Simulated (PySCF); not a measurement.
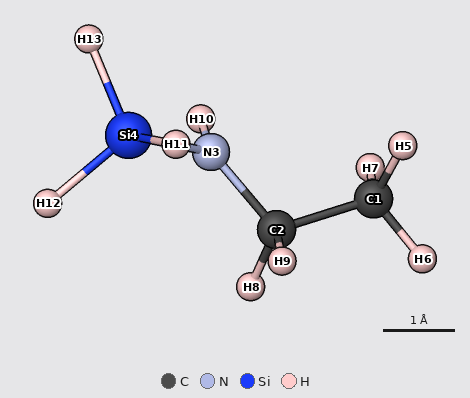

**Figure 1.** The structure (ball-and-stick view, seen at a tilt; atoms are numbered from 1 in the order of the input). Bond lengths as drawn: C–C 1.52 Å, C–H 1.10 to 1.11 Å, C–N 1.45 Å, H–N 1.01 Å, H–Si 1.49 to 1.50 Å and N–Si 1.73 Å.

# C$_{2}$H$_{9}$NSi: one change and its effect

System: C$_{2}$H$_{9}$NSi.
Method of the first run: GIAO PBE0/pcSseg-2 NMR shielding, non-relativistic, gas phase (PySCF 2.14.0).

The geometry comes from this level: PBE0-D3(BJ)/def2-SVP. Text and figures count atoms from 1; the logs count them from 0 in places.

**Input file, the first run**
```
{"job": {"kind": "nmr", "xc": "PBE0", "basis": "pcSseg-2", "pop": false}, "charge": 0, "multiplicity": 1}
C      1.903362     0.169730     0.352095
C      0.582847    -0.575020     0.252304
N     -0.371232     0.104631    -0.595461
Si    -2.063022     0.252929    -0.275642
H      1.747603     1.182742     0.752401
H      2.614185    -0.362181     1.003488
H      2.372756     0.270547    -0.640368
H      0.771726    -1.614918    -0.084447
H      0.140810    -0.667962     1.259589
H     -0.055063     0.227308    -1.551440
H     -2.251468     0.747540     1.124006
H     -2.866963    -1.012587    -0.394315
H     -2.617447     1.231397    -1.259504
```

The first line tells a small driver script what to run in PySCF; the rest is the geometry in Å.

Command:
```bash
OMP_NUM_THREADS=1 python <driver script> task.json out
```

Hardware: 1 CPU thread, shared host.

**Output (the first run)**
```
coarse grid: 10440 points
cycle   1  E = -425.6150247295  dE =  4.455e-02  |g| = 4.149e-01  |ddm| = 2.320e+00
cycle   2  E = -425.5846701529  dE =  3.035e-02  |g| = 5.525e-01  |ddm| = 6.962e-01
cycle   3  E = -425.6537197888  dE = -6.905e-02  |g| = 6.478e-02  |ddm| = 4.476e-01
cycle   4  E = -425.6544830145  dE = -7.632e-04  |g| = 2.545e-02  |ddm| = 5.791e-02
cycle   5  E = -425.6546292728  dE = -1.463e-04  |g| = 4.881e-03  |ddm| = 1.783e-02
cycle   6  E = -425.6546341185  dE = -4.846e-06  |g| = 1.021e-03  |ddm| = 4.394e-03
final grid: 93688 points
cycle   7  E = -425.6610542494  dE = -6.424e-05  |g| = 7.181e-03  |ddm| = 3.065e-02
cycle   8  E = -425.6610449065  dE =  9.343e-06  |g| = 9.544e-03  |ddm| = 1.173e-02
cycle   9  E = -425.6610666694  dE = -2.176e-05  |g| = 8.132e-04  |ddm| = 6.910e-03
cycle  10  E = -425.6610667847  dE = -1.153e-07  |g| = 3.357e-04  |ddm| = 6.671e-04
cycle  11  E = -425.6610668083  dE = -2.359e-08  |g| = 4.130e-05  |ddm| = 2.019e-04
cycle  12  E = -425.6610668086  dE = -3.211e-10  |g| = 9.424e-06  |ddm| = 4.751e-05
converged SCF energy = -425.6610668086

GIAO shielding tensors (ppm)
atom      isotropic    diamagn.    paramagn.     s11        s22        s33       span
  0 C      161.676     239.967     -78.292    143.179    157.717    184.131     40.952
  1 C      140.434     238.167     -97.733    120.112    133.549    167.640     47.528
  2 N      235.327     320.304     -84.977    203.200    233.202    269.579     66.380
  3 Si     396.914     877.188    -480.275    350.201    367.758    472.782    122.581
  4 H       30.113      29.390       0.723     26.755     28.478     35.104      8.349
  5 H       30.164      28.176       1.989     26.159     27.315     37.020     10.861
  6 H       30.387      29.385       1.002     27.000     28.688     35.474      8.474
  7 H       28.147      29.488      -1.341     22.495     27.905     34.040     11.545
  8 H       28.729      31.048      -2.319     24.019     29.257     32.909      8.890
  9 H       31.506      33.641      -2.134     23.086     30.608     40.825     17.739
 10 H       26.589      28.983      -2.394     23.262     25.456     31.051      7.789
 11 H       26.416      28.186      -1.771     22.983     24.373     31.891      8.908
 12 H       26.554      28.441      -1.888     23.433     24.887     31.341      7.909
```

The input of the second run differs as follows (lines with − go, lines with + come):
```diff
-"xc": "PBE0"
+"xc": "WP04"
```

Predict how the results change.

The total energies belong to different methods, so their difference says nothing on which is more stable or more accurate. The HOMO goes from −6.75 to −7.80 eV. The LUMO goes from 0.26 to −1.08 eV. The dipole moment goes from 1.18 to 1.13 D. Of all shieldings, the largest change is that of C2, by −13.9 ppm. The functional changes from PBE0 to WP04. Exact exchange removes part of the self-interaction error of semilocal functionals, which pushes filled and empty levels apart. The SCF takes 14 iterations against 12.

**Output (the second run)**
```
coarse grid: 10440 points
cycle   1  E = -432.6109683160  dE =  4.874e-03  |g| = 7.126e-01  |ddm| = 2.262e+00
cycle   2  E = -432.4247752656  dE =  1.862e-01  |g| = 1.119e+00  |ddm| = 1.330e+00
cycle   3  E = -432.7207638250  dE = -2.960e-01  |g| = 1.360e-01  |ddm| = 1.005e+00
cycle   4  E = -432.7243136448  dE = -3.550e-03  |g| = 5.240e-02  |ddm| = 1.191e-01
cycle   5  E = -432.7249411766  dE = -6.275e-04  |g| = 1.088e-02  |ddm| = 3.734e-02
cycle   6  E = -432.7249664110  dE = -2.523e-05  |g| = 2.621e-03  |ddm| = 1.006e-02
cycle   7  E = -432.7249679315  dE = -1.520e-06  |g| = 6.356e-04  |ddm| = 2.247e-03
final grid: 93688 points
cycle   8  E = -432.7372844883  dE = -1.066e-04  |g| = 7.277e-03  |ddm| = 4.351e-02
cycle   9  E = -432.7372719558  dE =  1.253e-05  |g| = 1.018e-02  |ddm| = 1.147e-02
cycle  10  E = -432.7372964921  dE = -2.454e-05  |g| = 1.167e-03  |ddm| = 7.077e-03
cycle  11  E = -432.7372967028  dE = -2.107e-07  |g| = 5.427e-04  |ddm| = 9.889e-04
cycle  12  E = -432.7372967642  dE = -6.140e-08  |g| = 1.063e-04  |ddm| = 3.379e-04
cycle  13  E = -432.7372967665  dE = -2.271e-09  |g| = 1.804e-05  |ddm| = 9.880e-05
cycle  14  E = -432.7372967665  dE = -7.060e-11  |g| = 4.505e-06  |ddm| = 1.448e-05
converged SCF energy = -432.7372967665

GIAO shielding tensors (ppm)
atom      isotropic    diamagn.    paramagn.     s11        s22        s33       span
  0 C      148.914     240.157     -91.243    131.900    144.363    170.479     38.578
  1 C      126.545     238.782    -112.237    105.050    120.884    153.699     48.649
  2 N      221.567     321.189     -99.622    188.630    223.340    252.731     64.101
  3 Si     386.797     879.163    -492.366    347.073    363.534    449.784    102.711
  4 H       30.477      30.110       0.367     27.352     29.005     35.074      7.722
  5 H       30.572      28.678       1.894     26.925     27.918     36.873      9.948
  6 H       30.732      29.947       0.785     27.585     29.212     35.399      7.814
  7 H       28.658      30.205      -1.547     23.373     28.429     34.171     10.798
  8 H       29.193      31.886      -2.693     24.799     29.639     33.140      8.341
  9 H       31.713      34.014      -2.301     23.777     30.952     40.410     16.634
 10 H       27.680      30.065      -2.385     24.543     26.538     31.957      7.415
 11 H       27.447      29.054      -1.607     24.238     25.499     32.606      8.368
 12 H       27.687      29.226      -1.539     24.675     26.033     32.353      7.678
```

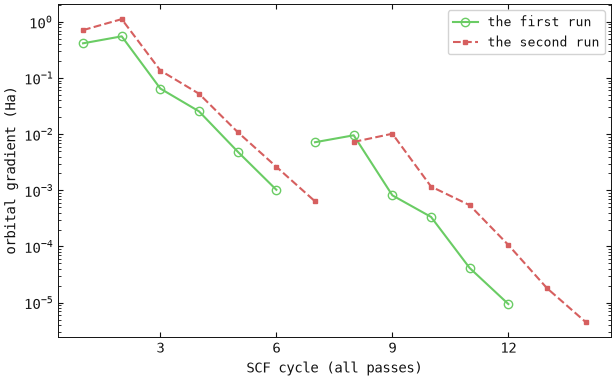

**Figure 2.** Convergence of the two runs: orbital gradient against the SCF cycle. A break in a curve parts two SCF passes (coarse and final grid). The first run takes 12 cycles in all, and the second run takes 14.

**The two runs side by side**

| quantity | the first run | the second run |
| --- | --- | --- |
| outcome | converged | converged |
| total energy (hartree) | −425.661067 | −432.737297 |
| HOMO (eV) | −6.75 | −7.80 |
| LUMO (eV) | 0.26 | −1.08 |
| dipole moment (D) | 1.18 | 1.13 |
| shielding of C1 (ppm) | 161.7 | 148.9 |
| shielding of C2 (ppm) | 140.4 | 126.5 |
| shielding of N3 (ppm) | 235.3 | 221.6 |
| shielding of Si4 (ppm) | 396.9 | 386.8 |
| shielding of H11 (ppm) | 26.6 | 27.7 |
| shielding of H12 (ppm) | 26.4 | 27.4 |
| shielding of H13 (ppm) | 26.6 | 27.7 |
| SCF iterations | 12 | 14 |
| basis functions | 277 | 277 |
| wall time (shared host) | 26 s | 28 s |
